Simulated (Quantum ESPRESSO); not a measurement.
## Convergence study of the k-point mesh at a smearing width of 0.05 eV for Pt (Fm-3m, 1 atom in the cell)

```xyz
1
Lattice="-1.9541 0.0000 1.9541 0.0000 1.9541 1.9541 -1.9541 1.9541 0.0000" Properties=species:S:1:pos:R:3 pbc="T T T"
Pt     0.0000     0.0000     0.0000
```

Computed with PBEsol, SSSP 1.1.2 efficiency (PBE) pseudopotentials (plane waves; Quantum ESPRESSO 7.5).

Base settings: ecutwfc = 40 Ry; ecutrho = 320 Ry; occupations = smearing; smearing = gauss; degauss = 0.0073499 Ry; input_dft = pbesol; potentials = {Pt: pt_pbe_v1.4.uspp.F.UPF}; K_POINTS = automatic 14 14 14 0 0 0; conv_thr = 1e-11 Ry; mixing_beta = 0.4.

In this ladder: degauss = 0.0036749 Ry.

The second cell is the first with its lattice scaled by 0.98.

Only quantities that move along the ladder and can be compared are tabulated.

The count of work is k-points × plane waves × bands × iterations; it is no time. 

The starting cell has typed, rounded lattice constants, without a prior relaxation at this level. Its lattice was rescaled by up to half a per cent. Spin polarisation is off.

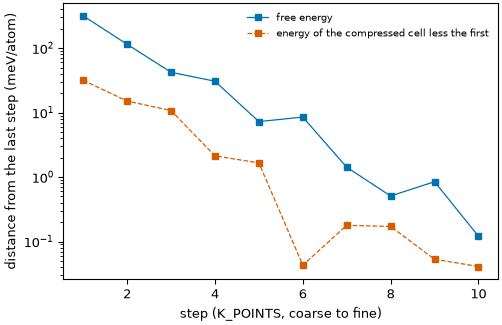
Figure. Distance from the last step along the ladder; very small values are drawn at a floor.

| K_POINTS | free energy less the last step's (meV/atom) | energy of the compressed cell less the first (meV/atom) | pressure (GPa) | count of work / last |
|---|---|---|---|---|
| automatic 5 5 5 0 0 0 | 316.61 | 96.84 | 6.05 | 0.0075 |
| automatic 6 6 6 0 0 0 | -114.77 | 50.03 | -1.82 | 0.014 |
| automatic 7 7 7 0 0 0 | 42.24 | 75.89 | 2.59 | 0.019 |
| automatic 9 9 9 0 0 0 | -30.64 | 62.99 | 0.47 | 0.029 |
| automatic 11 11 11 0 0 0 | -7.26 | 63.47 | 0.56 | 0.047 |
| automatic 13 13 13 0 0 0 | 8.52 | 65.08 | 0.80 | 0.071 |
| automatic 16 16 16 0 0 0 | 1.42 | 64.95 | 0.80 | 0.14 |
| automatic 19 19 19 0 0 0 | -0.51 | 64.96 | 0.82 | 0.21 |
| automatic 23 23 23 0 0 0 | 0.85 | 65.18 | 0.87 | 0.38 |
| automatic 28 28 28 0 0 0 | -0.12 | 65.17 | 0.86 | 0.59 |
| automatic 34 34 34 0 0 0 | 0.00 | 65.13 | 0.85 | 1.0 |

Coarsest K_POINTS that holds the energy of the compressed cell less the first within 0.5 meV/atom of the last step, with all finer ones: automatic 13 13 13 0 0 0, at 0.071 of the last step's count of work; the step before is off by 1.7 meV/atom.

Coarsest K_POINTS that holds the free energy within 1 meV/atom of the last step, with all finer ones: automatic 19 19 19 0 0 0, at 0.21 of the last step's count of work; the step before is off by 1.4 meV/atom.

Coarsest K_POINTS that holds the pressure within 0.1 GPa of the last step, with all finer ones: automatic 13 13 13 0 0 0, at 0.071 of the last step's count of work; the step before is off by 0.29 GPa.

The energy difference between the two cells stays within 1 meV/atom of the last step's from automatic 13 13 13 0 0 0 on, the total only from automatic 19 19 19 0 0 0 on: much of the error is common to both cells and cancels.
